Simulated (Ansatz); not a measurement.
**Ga₂GeH₆: up Jacob's ladder to CCSD(T)**

How much do the methods differ for Ga₂GeH₆? The plan is to run it at one geometry with functionals of several rungs and with coupled cluster, and see how far each lands from CCSD(T) at the basis-set limit for the atomisation energy.

Method: functionals in def2-TZVPP, the program's frozen cores in correlated methods; program: Ansatz 0.2.0, Gaussian basis.

The runs, in order: LDA (SPW92), PBE-D4, revPBE-D4, BLYP-D4, r2SCAN-D4, B97M-V, PBE0-D4, B3LYP-D4, r2SCANh-D4, r2SCAN0-D4, HSE06-D4, BHLYP-D4, CAM-B3LYP-D4, LC-ωPBE, ωB97X-V, ωB97M-V, B2PLYP, PBE-QIDH; CCSD(T)/def2-SVP; CCSD(T)/def2-TZVPP; MP2/def2-QZVPP; extrapolation to the limit; RPA on PBE.

## Step 1: Structure used throughout

An earlier PBE0-D4 in a triple-zeta def2 set relaxation fixed the geometry.

SMILES `[GaH2][GaH][GeH3]`, 9 atoms, charge 0, spin multiplicity 1.

Atoms are counted from 1 here; the program's logs count them from 0.

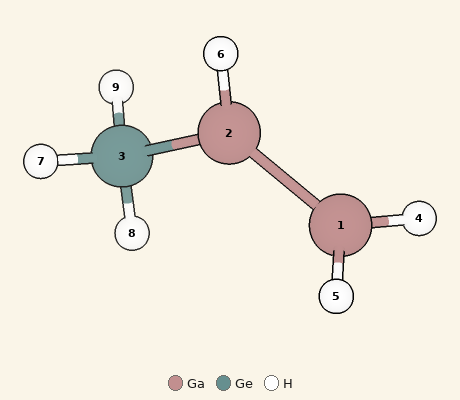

The geometry (gallium pink, germanium teal, hydrogen white); atoms are numbered from 1 in the order of the file.

## Step 2: LDA

This LDA is Slater exchange with PW92 correlation.

Input file in.yaml:

```yaml
crystal:
  periodic: [false, false, false]
  atoms:
    - {symbol: Ga, position_ang: [-1.800298, 0.657746, -1.502413]}
    - {symbol: Ga, position_ang: [-0.374079, 0.722901, 0.497223]}
    - {symbol: Ge, position_ang: [1.495378, -0.832845, 0.856073]}
    - {symbol: H, position_ang: [-3.098712, -0.235496, -1.568637]}
    - {symbol: H, position_ang: [-1.442717, 1.469380, -2.806934]}
    - {symbol: H, position_ang: [-0.585908, 1.775238, 1.656832]}
    - {symbol: H, position_ang: [2.829286, -0.067518, 0.981611]}
    - {symbol: H, position_ang: [1.668525, -1.861504, -0.278689]}
    - {symbol: H, position_ang: [1.308526, -1.627892, 2.164926]}
basis:
  gaussian: {orbitals: def2-TZVPP}
hamiltonian: {xc: lda}
output: {orbitals: {seedname: orbitals}}
```

The run is started by

```
> ansatz run in.yaml --threads 4 --pin off --events-out ev --progress --plain --max-ram 10444MiB
```

Standard output:

```text
Functional definition: SPW92
  name "SPW92"
  cite "Dirac, Proc. Camb. Phil. Soc. 26, 376 (1930) doi:10.1017/S0305004100016108"
  cite "Slater, Phys. Rev. 81, 385 (1951) doi:10.1103/PhysRev.81.385"
  cite "Perdew & Wang, Phys. Rev. B 45, 13244 (1992) doi:10.1103/PhysRevB.45.13244"
  exchange = slater_x
  correlation = pw_c
1448 factors; their error is unknown
mean field evaluation 1: about -161115.6537 eV, gradient 5.9e1 eV
mean field evaluation 2: about -161113.0818 eV, gradient 8.6e1 eV
mean field evaluation 4: about -161119.2245 eV, gradient 2.5e0 eV
mean field evaluation 8: about -161119.2271 eV, gradient 4.3e-2 eV
mean field evaluation 16: about -161119.1929 eV, gradient 3.0e-5 eV
mean field -161119.19292661 eV, -5921.0211295415 hartree, gradient 3.0e-5 eV, S^2 0.000000; 0 other end points of the search recorded, 0 dependent functions left out
reference -161119.19297613 eV, -5921.0211313615 hartree; 50, 50 occupied and 178, 178 virtual orbitals, 1448 factors
Total energy: -161119.19297613 eV, -5921.0211313615 hartree
```

It took 0.55 s on 4 threads of AMD EPYC 9R45, shared host.

With the free atoms at this level, -161095.552 eV in sum, the atomisation energy is 2281.0 kJ/mol. HOMO -6.03 eV, LUMO -3.22 eV.

## Step 3: PBE-D4 (GGA)

Edit in.yaml of step 2 so:

```diff
@@ -14,3 +14,3 @@
   gaussian: {orbitals: def2-TZVPP}
-hamiltonian: {xc: lda}
-output: {orbitals: {seedname: orbitals}}
+hamiltonian: {xc: pbe, dispersion: d4}
+output: {forces: true, orbitals: {seedname: orbitals}}
```

The command is unchanged.

Standard output, shortened:

```text
Functional definition: PBE
  name "PBE"
  cite "Perdew, Burke & Ernzerhof, Phys. Rev. Lett. 77, 3865 (1996) doi:10.1103/PhysRevLett.77.3865"
  parent pbe
[...]
1448 factors; their error is unknown
[...]
mean field -161346.70500691 eV, -5929.3820442794 hartree, gradient 3.4e-5 eV, S^2 0.000000; 0 other end points of the search recorded, 0 dependent functions left out
[...]
reference -161346.70505936 eV, -5929.3820462067 hartree; 50, 50 occupied and 178, 178 virtual orbitals, 1448 factors
Total energy: -161346.89828265 eV, -5929.3891470317 hartree
Atom 0 at    -1.800298     0.657746    -1.502413 Å, force     0.058198     0.012626     0.096082 eV/Å
Atom 1 at    -0.374079     0.722901     0.497223 Å, force    -0.054126    -0.005862    -0.087810 eV/Å
Atom 2 at     1.495378    -0.832845     0.856073 Å, force    -0.078038     0.049129    -0.034064 eV/Å
Atom 3 at    -3.098712    -0.235496    -1.568637 Å, force    -0.077744    -0.055568    -0.013511 eV/Å
Atom 4 at    -1.442717     1.469380    -2.806934 Å, force     0.018206     0.041702    -0.083257 eV/Å
Atom 5 at    -0.585908     1.775238     1.656832 Å, force    -0.007263     0.062243     0.077955 eV/Å
Atom 6 at     2.829286    -0.067518     0.981611 Å, force     0.128263     0.068968     0.016877 eV/Å
Atom 7 at     1.668525    -1.861504    -0.278689 Å, force     0.023403    -0.097494    -0.099538 eV/Å
Atom 8 at     1.308526    -1.627892     2.164926 Å, force    -0.010899    -0.075744     0.127266 eV/Å
Dipole moment:    -0.060989     0.055228    -0.004342 e Å
```

Wall time 0.95 s (4 threads of AMD EPYC 9R45, shared host).

Atomisation energy: 1993.7 kJ/mol (free atoms -161326.235 eV, run apart). HOMO -5.90 eV, LUMO -3.00 eV.

## Step 4: revPBE-D4 (GGA)

Edit in.yaml of step 3 so:

```diff
@@ -14,3 +14,3 @@
   gaussian: {orbitals: def2-TZVPP}
-hamiltonian: {xc: pbe, dispersion: d4}
-output: {forces: true, orbitals: {seedname: orbitals}}
+hamiltonian: {xc: {name: revPBE}, dispersion: d4}
+output: {orbitals: {seedname: orbitals}}
```

Same command.

Standard output:

```text
Functional definition: revPBE
  name "revPBE"
  cite "Zhang & Yang, Phys. Rev. Lett. 80, 890 (1998) doi:10.1103/PhysRevLett.80.890"
  cite "Perdew, Burke & Ernzerhof, Phys. Rev. Lett. 77, 3865 (1996) doi:10.1103/PhysRevLett.77.3865"
  parameter kappa = 1.245
  parameter beta = 0.06672455060314922
  exchange = pbe_x(kappa = kappa, mu = beta*pi^2/3)
  correlation = pbe_c(beta = beta)
1448 factors; their error is unknown
mean field evaluation 1: about -161356.4515 eV, gradient 5.1e1 eV
mean field evaluation 2: about -161354.0630 eV, gradient 7.5e1 eV
mean field evaluation 4: about -161359.6286 eV, gradient 2.4e0 eV
mean field evaluation 8: about -161359.6300 eV, gradient 3.6e-2 eV
mean field evaluation 16: about -161359.5957 eV, gradient 3.0e-5 eV
mean field -161359.59574299 eV, -5929.8557700928 hartree, gradient 3.0e-5 eV, S^2 0.000000; 0 other end points of the search recorded, 0 dependent functions left out
reference -161359.59580814 eV, -5929.8557724869 hartree; 50, 50 occupied and 178, 178 virtual orbitals, 1448 factors
Total energy: -161360.03969279 eV, -5929.8720849468 hartree
```

Wall time 0.8 s (4 threads of AMD EPYC 9R45, shared host).

With the free atoms at this level, -161339.768 eV in sum, the atomisation energy is 1955.9 kJ/mol. HOMO -5.85 eV, LUMO -2.89 eV.

## Step 5: BLYP-D4 (GGA)

Edit in.yaml of step 4 so:

```diff
@@ -14,3 +14,3 @@
   gaussian: {orbitals: def2-TZVPP}
-hamiltonian: {xc: {name: revPBE}, dispersion: d4}
+hamiltonian: {xc: {name: BLYP}, dispersion: d4}
 output: {orbitals: {seedname: orbitals}}
```

The command is unchanged.

Standard output:

```text
Functional definition: BLYP
  name "BLYP"
  cite "Becke, Phys. Rev. A 38, 3098 (1988) doi:10.1103/PhysRevA.38.3098"
  cite "Lee, Yang & Parr, Phys. Rev. B 37, 785 (1988) doi:10.1103/PhysRevB.37.785"
  parameter beta = 0.0042
  parameter a = 0.04918
  parameter b = 0.132
  parameter c = 0.2533
  parameter d = 0.349
  exchange = b88_x(beta = beta)
  correlation = lyp_c(a = a, b = b, c = c, d = d)
1448 factors; their error is unknown
mean field evaluation 1: about -161372.7147 eV, gradient 5.6e1 eV
mean field evaluation 2: about -161369.9993 eV, gradient 8.3e1 eV
mean field evaluation 4: about -161376.5292 eV, gradient 2.6e0 eV
mean field evaluation 8: about -161376.5309 eV, gradient 4.1e-2 eV
mean field evaluation 16: about -161376.4966 eV, gradient 3.4e-5 eV
mean field -161376.49655670 eV, -5930.4768635408 hartree, gradient 3.4e-5 eV, S^2 0.000000; 0 other end points of the search recorded, 0 dependent functions left out
reference -161376.49699343 eV, -5930.4768795900 hartree; 50, 50 occupied and 178, 178 virtual orbitals, 1448 factors
Total energy: -161376.89708260 eV, -5930.4915825958 hartree
```

It took 0.8 s on 4 threads of AMD EPYC 9R45, shared host.

Atomisation energy: 1970.4 kJ/mol (free atoms -161356.475 eV, run apart). HOMO -5.75 eV, LUMO -2.92 eV.

## Step 6: r2SCAN-D4 (meta-GGA)

Edit in.yaml of step 5 so:

```diff
@@ -14,3 +14,3 @@
   gaussian: {orbitals: def2-TZVPP}
-hamiltonian: {xc: {name: BLYP}, dispersion: d4}
-output: {orbitals: {seedname: orbitals}}
+hamiltonian: {xc: r2scan, dispersion: d4}
+output: {forces: true, orbitals: {seedname: orbitals}}
```

Same command.

Standard output, shortened:

```text
Functional definition: r2SCAN
  name "r2SCAN"
  cite "Furness, Kaplan, Ning, Perdew & Sun, J. Phys. Chem. Lett. 11, 8208 (2020) doi:10.1021/acs.jpclett.0c02405"
  cite "Furness, Kaplan, Ning, Perdew & Sun, J. Phys. Chem. Lett. 11, 9248 (2020) doi:10.1021/acs.jpclett.0c03077"
  parent r2scan
[...]
1448 factors; their error is unknown
[...]
mean field -161370.66781667 eV, -5930.2626612954 hartree, gradient 1.5e-5 eV, S^2 0.000000; 0 other end points of the search recorded, 0 dependent functions left out
[...]
reference -161370.66783213 eV, -5930.2626618636 hartree; 50, 50 occupied and 178, 178 virtual orbitals, 1448 factors
Total energy: -161370.71200737 eV, -5930.2642852738 hartree
Atom 0 at    -1.800298     0.657746    -1.502413 Å, force     0.023893     0.006180     0.041526 eV/Å
Atom 1 at    -0.374079     0.722901     0.497223 Å, force    -0.041344     0.018775    -0.038048 eV/Å
Atom 2 at     1.495378    -0.832845     0.856073 Å, force    -0.027575     0.017433    -0.011276 eV/Å
Atom 3 at    -3.098712    -0.235496    -1.568637 Å, force     0.097802     0.069093    -0.009978 eV/Å
Atom 4 at    -1.442717     1.469380    -2.806934 Å, force    -0.036283    -0.070486     0.092338 eV/Å
Atom 5 at    -0.585908     1.775238     1.656832 Å, force     0.023091    -0.079317    -0.075460 eV/Å
Atom 6 at     2.829286    -0.067518     0.981611 Å, force    -0.061082    -0.043883    -0.001020 eV/Å
Atom 7 at     1.668525    -1.861504    -0.278689 Å, force     0.002596     0.046016     0.063093 eV/Å
Atom 8 at     1.308526    -1.627892     2.164926 Å, force     0.018901     0.036189    -0.061175 eV/Å
Dipole moment:    -0.065236     0.057484    -0.006841 e Å
```

It took 1.6 s on 4 threads of AMD EPYC 9R45, shared host.

With the free atoms at this level, -161349.430 eV in sum, the atomisation energy is 2053.4 kJ/mol. HOMO -6.14 eV, LUMO -2.84 eV.

## Step 7: B97M-V (meta-GGA)

Edit in.yaml of step 6 so:

```diff
@@ -14,3 +14,3 @@
   gaussian: {orbitals: def2-TZVPP}
-hamiltonian: {xc: r2scan, dispersion: d4}
-output: {forces: true, orbitals: {seedname: orbitals}}
+hamiltonian: {xc: {name: B97M-V}}
+output: {orbitals: {seedname: orbitals}}
```

Launched as before.

Standard output, shortened:

```text
Functional definition: B97M-V
  name "B97M-V"
  cite "Mardirossian & Head-Gordon, J. Chem. Phys. 142, 074111 (2015) doi:10.1063/1.4907719"
  cite "Becke, J. Chem. Phys. 107, 8554 (1997) doi:10.1063/1.475007"
  cite "Vydrov & Van Voorhis, J. Chem. Phys. 133, 244103 (2010) doi:10.1063/1.3521275"
  # Of w^i u^j: cxij and so on, Table III.
[...]
  gx(w, u) = cx00 + cx01*u + cx02*u^2 + (cx10 + cx11*u)*w
  gss(w, u) = css00 + css02*u^2 + css10*w + (css32*w^3 + css42*w^4)*u^2
  gos(w, u) = cos00 + cos01*u + cos03*u^3 + cos10*w + cos32*w^3*u^2
[...]
      + integral(e_c_pw_mod_opposite_spin*gos(b97_w_opposite, b97_u_opposite)) + vv10(b, c)
1448 factors; their error is unknown
[...]
mean field -161341.10932446 eV, -5929.1764067423 hartree, gradient 4.3e-5 eV, S^2 0.000000; 0 other end points of the search recorded, 0 dependent functions left out
reference -161341.10940005 eV, -5929.1764095202 hartree; 50, 50 occupied and 178, 178 virtual orbitals, 1448 factors
Total energy: -161341.10940005 eV, -5929.1764095202 hartree
```

Wall time 2.9 s (4 threads of AMD EPYC 9R45, shared host).

With the free atoms at this level, -161319.574 eV in sum, the atomisation energy is 2077.9 kJ/mol. HOMO -6.20 eV, LUMO -3.03 eV.

## Step 8: PBE0-D4 (hybrid)

Edit in.yaml of step 7 so:

```diff
@@ -14,3 +14,3 @@
   gaussian: {orbitals: def2-TZVPP}
-hamiltonian: {xc: {name: B97M-V}}
+hamiltonian: {xc: pbe0, dispersion: d4}
 output: {orbitals: {seedname: orbitals}}
```

Its log isn't repeated here (it stands with the study of this molecule's fields); it ends on a total energy of -161350.684812 eV.

With the free atoms at this level, -161329.931 eV in sum, the atomisation energy is 2002.4 kJ/mol. HOMO -6.85 eV, LUMO -2.26 eV.

## Step 9: B3LYP-D4 (hybrid)

B3LYP here takes the VWN-RPA correlation.

Edit in.yaml of step 8 so:

```diff
@@ -14,3 +14,3 @@
   gaussian: {orbitals: def2-TZVPP}
-hamiltonian: {xc: pbe0, dispersion: d4}
-output: {orbitals: {seedname: orbitals}}
+hamiltonian: {xc: {name: B3LYP}, dispersion: d4}
+output: {forces: true, orbitals: {seedname: orbitals}}
```

Same command.

Standard output, shortened:

```text
Functional definition: B3LYP
  name "B3LYP"
  cite "Stephens, Devlin, Chabalowski & Frisch, J. Phys. Chem. 98, 11623 (1994) doi:10.1021/j100096a001"
  cite "Becke, Phys. Rev. A 38, 3098 (1988) doi:10.1103/PhysRevA.38.3098"
  cite "Lee, Yang & Parr, Phys. Rev. B 37, 785 (1988) doi:10.1103/PhysRevB.37.785"
  cite "Vosko, Wilk & Nusair, Can. J. Phys. 58, 1200 (1980) doi:10.1139/p80-159"
[...]
1549 factors; their error is unknown
[...]
mean field -161375.87859063 eV, -5930.4541537066 hartree, gradient 2.0e-5 eV, S^2 0.000000; 0 other end points of the search recorded, 0 dependent functions left out
[...]
reference -161375.87891845 eV, -5930.4541657537 hartree; 50, 50 occupied and 178, 178 virtual orbitals, 1549 factors
Total energy: -161376.19554633 eV, -5930.4658016137 hartree
Atom 0 at    -1.800298     0.657746    -1.502413 Å, force    -0.047117     0.010897    -0.047223 eV/Å
Atom 1 at    -0.374079     0.722901     0.497223 Å, force    -0.048035     0.079326     0.037752 eV/Å
Atom 2 at     1.495378    -0.832845     0.856073 Å, force     0.069503    -0.054090     0.019490 eV/Å
Atom 3 at    -3.098712    -0.235496    -1.568637 Å, force    -0.001502    -0.001444    -0.013265 eV/Å
Atom 4 at    -1.442717     1.469380    -2.806934 Å, force    -0.006188    -0.007757    -0.007699 eV/Å
Atom 5 at    -0.585908     1.775238     1.656832 Å, force     0.000085     0.001177     0.003995 eV/Å
Atom 6 at     2.829286    -0.067518     0.981611 Å, force     0.017201    -0.003450     0.002333 eV/Å
Atom 7 at     1.668525    -1.861504    -0.278689 Å, force     0.007163    -0.010902    -0.005954 eV/Å
Atom 8 at     1.308526    -1.627892     2.164926 Å, force     0.008891    -0.013757     0.010571 eV/Å
Dipole moment:    -0.072922     0.064762    -0.006836 e Å
```

It took 1.9 s on 4 threads of AMD EPYC 9R45, shared host; peak memory 0.87 GiB.

With the free atoms at this level, -161355.365 eV in sum, the atomisation energy is 2009.9 kJ/mol. HOMO -6.66 eV, LUMO -2.49 eV.

## Step 10: r2SCANh-D4 (hybrid)

Edit in.yaml of step 9 so:

```diff
@@ -14,3 +14,3 @@
   gaussian: {orbitals: def2-TZVPP}
-hamiltonian: {xc: {name: B3LYP}, dispersion: d4}
-output: {forces: true, orbitals: {seedname: orbitals}}
+hamiltonian: {xc: {name: r2SCANh}, dispersion: d4}
+output: {orbitals: {seedname: orbitals}}
```

Same command.

Standard output, shortened:

```text
Functional definition: r2SCANh
  name "r2SCANh"
  cite "Bursch, Neugebauer, Ehlert & Grimme, J. Chem. Phys. 156, 134105 (2022) doi:10.1063/5.0086040"
  cite "Furness, Kaplan, Ning, Perdew & Sun, J. Phys. Chem. Lett. 11, 8208 (2020) doi:10.1021/acs.jpclett.0c02405"
  cite "Furness, Kaplan, Ning, Perdew & Sun, J. Phys. Chem. Lett. 11, 9248 (2020) doi:10.1021/acs.jpclett.0c03077"
  parent r2scan
[...]
1513 factors; their error is unknown
[...]
mean field -161369.87026998 eV, -5930.2333519953 hartree, gradient 1.8e-5 eV, S^2 0.000000; 0 other end points of the search recorded, 0 dependent functions left out
reference -161369.87028420 eV, -5930.2333525177 hartree; 50, 50 occupied and 178, 178 virtual orbitals, 1513 factors
Total energy: -161369.91952758 eV, -5930.2351621787 hartree
```

Run time: 1.9 s. Hardware: 4 threads of AMD EPYC 9R45, shared host; peak memory 0.89 GiB.

Atomisation energy: 2047.7 kJ/mol (free atoms -161348.697 eV, run apart). HOMO -6.49 eV, LUMO -2.58 eV.

## Step 11: r2SCAN0-D4 (hybrid)

Edit in.yaml of step 10 so:

```diff
@@ -14,3 +14,3 @@
   gaussian: {orbitals: def2-TZVPP}
-hamiltonian: {xc: {name: r2SCANh}, dispersion: d4}
+hamiltonian: {xc: {name: r2SCAN0}, dispersion: d4}
 output: {orbitals: {seedname: orbitals}}
```

Launched as before.

Standard output, shortened:

```text
Functional definition: r2SCAN0
  name "r2SCAN0"
  cite "Bursch, Neugebauer, Ehlert & Grimme, J. Chem. Phys. 156, 134105 (2022) doi:10.1063/5.0086040"
  cite "Furness, Kaplan, Ning, Perdew & Sun, J. Phys. Chem. Lett. 11, 8208 (2020) doi:10.1021/acs.jpclett.0c02405"
  cite "Furness, Kaplan, Ning, Perdew & Sun, J. Phys. Chem. Lett. 11, 9248 (2020) doi:10.1021/acs.jpclett.0c03077"
  parent r2scan
[...]
1581 factors; their error is unknown
[...]
mean field -161368.73890130 eV, -5930.1917749629 hartree, gradient 2.2e-5 eV, S^2 0.000000; 0 other end points of the search recorded, 0 dependent functions left out
reference -161368.73891364 eV, -5930.1917754166 hartree; 50, 50 occupied and 178, 178 virtual orbitals, 1581 factors
Total energy: -161368.79431573 eV, -5930.1938114056 hartree
```

Run time: 1.9 s. Hardware: 4 threads of AMD EPYC 9R45, shared host; peak memory 0.91 GiB.

With the free atoms at this level, -161347.643 eV in sum, the atomisation energy is 2040.8 kJ/mol. HOMO -7.01 eV, LUMO -2.19 eV.

## Step 12: HSE06-D4 (hybrid)

HSE06 is the plane-wave form, built on full-range PBE exchange.

Edit in.yaml of step 11 so:

```diff
@@ -14,3 +14,3 @@
   gaussian: {orbitals: def2-TZVPP}
-hamiltonian: {xc: {name: r2SCAN0}, dispersion: d4}
+hamiltonian: {xc: hse06, dispersion: d4}
 output: {orbitals: {seedname: orbitals}}
```

Same command.

Standard output, shortened:

```text
Functional definition: HSE06
  name "HSE06"
  cite "Heyd, Scuseria & Ernzerhof, J. Chem. Phys. 118, 8207 (2003) doi:10.1063/1.1564060"
  cite "Krukau, Vydrov, Izmaylov & Scuseria, J. Chem. Phys. 125, 224106 (2006) doi:10.1063/1.2404663"
  cite "Heyd & Scuseria, J. Chem. Phys. 120, 7274 (2004) doi:10.1063/1.1668634"
  cite "Ernzerhof & Perdew, J. Chem. Phys. 109, 3313 (1998) doi:10.1063/1.476928"
  cite "Perdew, Burke & Ernzerhof, Phys. Rev. Lett. 77, 3865 (1996) doi:10.1103/PhysRevLett.77.3865"
  parent pbe
[...]
  # The whole range is PBE's own exchange, as in plane waves. The composition of these papers is wPBEh.
[...]
1581 factors; their error is unknown
129 factors; integrals over basis functions are off by at most 4.3e-7 eV
[...]
mean field -161350.47364126 eV, -5929.5205390371 hartree, gradient 3.7e-5 eV, S^2 0.000000; 0 other end points of the search recorded, 0 dependent functions left out
reference -161350.47369388 eV, -5929.5205409708 hartree; 50, 50 occupied and 178, 178 virtual orbitals, 1581 factors
Total energy: -161350.63421358 eV, -5929.5264399613 hartree
```

Wall time 1.5 s (4 threads of AMD EPYC 9R45, shared host); peak memory 0.92 GiB.

With the free atoms at this level, -161329.888 eV in sum, the atomisation energy is 2001.7 kJ/mol. HOMO -6.47 eV, LUMO -2.63 eV.

## Step 13: BHLYP-D4 (hybrid)

Edit in.yaml of step 12 so:

```diff
@@ -14,3 +14,3 @@
   gaussian: {orbitals: def2-TZVPP}
-hamiltonian: {xc: hse06, dispersion: d4}
+hamiltonian: {xc: {name: BHLYP}, dispersion: d4}
 output: {orbitals: {seedname: orbitals}}
```

Same command.

Standard output:

```text
Functional definition: BHLYP
  name "BHLYP"
  cite "Becke, J. Chem. Phys. 98, 1372 (1993) doi:10.1063/1.464304"
  cite "Becke, Phys. Rev. A 38, 3098 (1988) doi:10.1103/PhysRevA.38.3098"
  cite "Lee, Yang & Parr, Phys. Rev. B 37, 785 (1988) doi:10.1103/PhysRevB.37.785"
  parameter a = 0.5
  exchange = (1 - a)*b88_x + a*exact_x
  correlation = lyp_c
1720 factors; their error is unknown
mean field evaluation 1: about -161367.4014 eV, gradient 2.3e1 eV
mean field evaluation 2: about -161367.8008 eV, gradient 2.2e1 eV
mean field evaluation 4: about -161368.1869 eV, gradient 6.8e-1 eV
mean field evaluation 8: about -161369.5126 eV, gradient 3.8e-1 eV
mean field evaluation 16: about -161369.5127 eV, gradient 1.7e-5 eV
mean field -161369.51273653 eV, -5930.2202128832 hartree, gradient 1.7e-5 eV, S^2 0.000000; 0 other end points of the search recorded, 0 dependent functions left out
reference -161369.51295951 eV, -5930.2202210777 hartree; 50, 50 occupied and 178, 178 virtual orbitals, 1720 factors
Total energy: -161369.82336930 eV, -5930.2316284269 hartree
```

Run time: 1.4 s. Hardware: 4 threads of AMD EPYC 9R45, shared host; peak memory 0.92 GiB.

Atomisation energy: 2006.7 kJ/mol (free atoms -161349.025 eV, run apart). HOMO -7.68 eV, LUMO -1.51 eV.

## Step 14: CAM-B3LYP-D4 (range-separated)

Edit in.yaml of step 13 so:

```diff
@@ -14,3 +14,3 @@
   gaussian: {orbitals: def2-TZVPP}
-hamiltonian: {xc: {name: BHLYP}, dispersion: d4}
+hamiltonian: {xc: {name: CAM-B3LYP}, dispersion: d4}
 output: {orbitals: {seedname: orbitals}}
```

The command is unchanged.

Standard output, shortened:

```text
Functional definition: CAM-B3LYP
  name "CAM-B3LYP"
  cite "Yanai, Tew & Handy, Chem. Phys. Lett. 393, 51 (2004) doi:10.1016/j.cplett.2004.06.011"
  cite "Iikura, Tsuneda, Yanai & Hirao, J. Chem. Phys. 115, 3540 (2001) doi:10.1063/1.1383587"
  cite "Becke, Phys. Rev. A 38, 3098 (1988) doi:10.1103/PhysRevA.38.3098"
  cite "Lee, Yang & Parr, Phys. Rev. B 37, 785 (1988) doi:10.1103/PhysRevB.37.785"
  cite "Vosko, Wilk & Nusair, Can. J. Phys. 58, 1200 (1980) doi:10.1139/p80-159"
[...]
  # Exact exchange under (alpha + beta erf(omega r))/r, Becke's under what is left of 1/r.
[...]
1549 factors; their error is unknown
372 factors; integrals over basis functions are off by at most 9.5e-6 eV
[...]
mean field -161381.16830958 eV, -5930.6485472924 hartree, gradient 2.3e-5 eV, S^2 0.000000; 0 other end points of the search recorded, 0 dependent functions left out
reference -161381.16846991 eV, -5930.6485531844 hartree; 50, 50 occupied and 178, 178 virtual orbitals, 1549 factors
Total energy: -161381.34542100 eV, -5930.6550560170 hartree
```

It took 1.6 s on 4 threads of AMD EPYC 9R45, shared host; peak memory 0.98 GiB.

With the free atoms at this level, -161360.291 eV in sum, the atomisation energy is 2031.4 kJ/mol. HOMO -8.00 eV, LUMO -1.32 eV.

[end of part 1 of 2]
